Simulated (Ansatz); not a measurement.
**Si₂H₂ (triplet): the correlation ladder, cc-pVTZ**

How much of the correlation energy of Si₂H₂ (triplet) does each wave-function method recover here?

The runs use Ansatz 0.2.0, Gaussian basis; cc-pVTZ, correlated electrons: outside noble gas.

The runs, in order: UHF; CCSD(T) on ROHF; CCSD(T) on UHF; BCCD(T) on ROHF; CCSDT(Q) on ROHF; CCSDT(Q) on UHF; CASSCF and MRCISD+Q, 10 electrons in 10 orbitals; CASSCF and NEVPT2, 10 electrons in 10 orbitals.

### Step 1. What is computed

The geometry is a PBE0/def2-TZVP stationary point (not a proven minimum) of the parent state, kept for this charge and spin.

4 atoms, charge 0, spin multiplicity 3.

Atoms are counted from 1 here; the program's logs count them from 0.

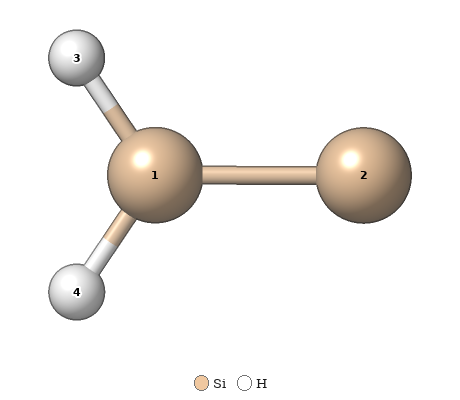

The structure; silicon light orange, hydrogen white; atoms are numbered from 1 in the order of the file.

Geometry (Å):

```xyz
4
H2Si2
Si    0.0000    0.0000    1.0300
Si    0.0000    0.0000   -1.1633
H     0.0000    1.2361    1.8580
H     0.0000   -1.2361    1.8580
```

In the tables R marks a restricted open-shell determinant and U an unrestricted one; 'valence' is the active space of 10 electrons in 10 orbitals; correlation energies count from the lowest restricted Hartree-Fock solution.

### Step 2. UHF

Contents of in.yaml:

```yaml
crystal:
  periodic: [false, false, false]
  atoms:
    - {symbol: Si, position_ang: [0.000000, 0.000000, 1.029969]}
    - {symbol: Si, position_ang: [0.000000, 0.000000, -1.163327]}
    - {symbol: H, position_ang: [0.000000, 1.236053, 1.857961]}
    - {symbol: H, position_ang: [0.000000, -1.236053, 1.857961]}
basis:
  gaussian: {orbitals: cc-pVTZ}
magnetization: {spin_polarized: true, initial_magnetization: 2}
hamiltonian: {xc: hf}
output: {orbitals: {seedname: orbitals}}
```

The run is started by

```bash
$ ansatz run in.yaml --threads 1 --pin off --events-out ev --progress --plain --max-ram 4096MiB --backend cpu
```

After this run come: CCSD(T) on ROHF; CCSD(T) on UHF; BCCD(T) on ROHF; CCSDT(Q) on ROHF; CCSDT(Q) on UHF; CASSCF and MRCISD+Q, 10 electrons in 10 orbitals; CASSCF and NEVPT2, 10 electrons in 10 orbitals.

Q: Predict the results of all the runs planned. Wanted: correlation energy, UCCSDT(Q); RMP2 from UCCSDT(Q); UMP2 from UCCSDT(Q); RCCSD from UCCSDT(Q); RCCSD(T) from UCCSDT(Q); UCCSD(T) from UCCSDT(Q); RCCSDT(Q) from UCCSDT(Q); NEVPT2 valence from UCCSDT(Q); MRCISD+Q valence from UCCSDT(Q).

The runs gave:

| quantity | value |
| --- | --- |
| correlation energy, UCCSDT(Q) | -6.5475 eV |
| RMP2 from UCCSDT(Q) | +1310.0 meV |
| UMP2 from UCCSDT(Q) | +1372.5 meV |
| RCCSD from UCCSDT(Q) | +331.4 meV |
| RCCSD(T) from UCCSDT(Q) | +60.4 meV |
| UCCSD(T) from UCCSDT(Q) | +61.6 meV |
| RCCSDT(Q) from UCCSDT(Q) | +1.3 meV |
| NEVPT2 valence from UCCSDT(Q) | +1299.5 meV |
| MRCISD+Q valence from UCCSDT(Q) | +85.0 meV |
| levels within 1 kcal/mol (43 meV) | RCCSDT, UCCSDT, RCCSDT(Q) |
| T1 diagnostic | 0.021 |
| effectively unpaired electrons | 2.04 |

In words: RCCSD(T) misses by +60.4 meV, 0.9 % of the correlation energy. One determinant dominates. Of the multireference levels listed MRCISD+Q valence comes nearest (+85.0 meV). These misses are within one basis and frozen core, not against nature; frozen cores of the runs differ by up to some meV.
